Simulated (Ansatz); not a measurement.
**A ladder of methods for SiNH5 (SMILES [SiH3]N)**

SiNH5: 7 atoms, total charge 0, spin state singlet. As SMILES, `[SiH3]N`. The coordinates come from a PBE0-D4/def2-TZVP relaxation. The run starts from this shape.

Each level gives the adiabatic ionisation energy (to the doublet cation, no zero-point term) (eV). The values are calculated.

| level | kind | program | value (eV) | less CCSD(T)/cc-pVDZ |
| --- | --- | --- | --- | --- |
| HF/STO-3G | Hartree–Fock | Ansatz | 5.13 | -3.84 |
| HF/3-21G | Hartree–Fock | Ansatz | 7.63 | -1.34 |
| HF/6-31G* (Cartesian functions) | Hartree–Fock | Ansatz | 7.90 | -1.07 |
| PBE/def2-SVP | GGA | Ansatz | 9.10 | +0.13 |
| B3LYP/6-31G* (Cartesian functions) | global hybrid | Ansatz | 9.17 | +0.20 |
| PBE0/def2-SVP | global hybrid | Ansatz | 9.22 | +0.25 |
| MP2/6-31G* (Cartesian functions) | perturbation theory | Ansatz | 9.00 | +0.03 |
| CCSD(T)/cc-pVDZ | coupled cluster or CI | Ansatz | 8.97 | 0.00 |

Differences are taken from CCSD(T)/cc-pVDZ for orientation; it has basis-set and higher-order errors of its own. The values span 5.13 to 9.22 eV. Without the sets that lack polarisation functions the rows with a basis span only 7.90 to 9.22 eV.

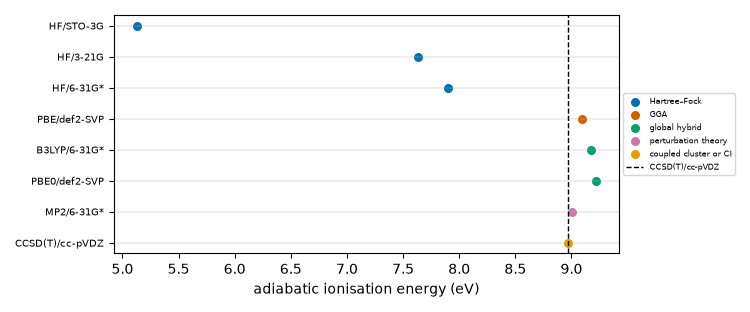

The values of the table, level by level.
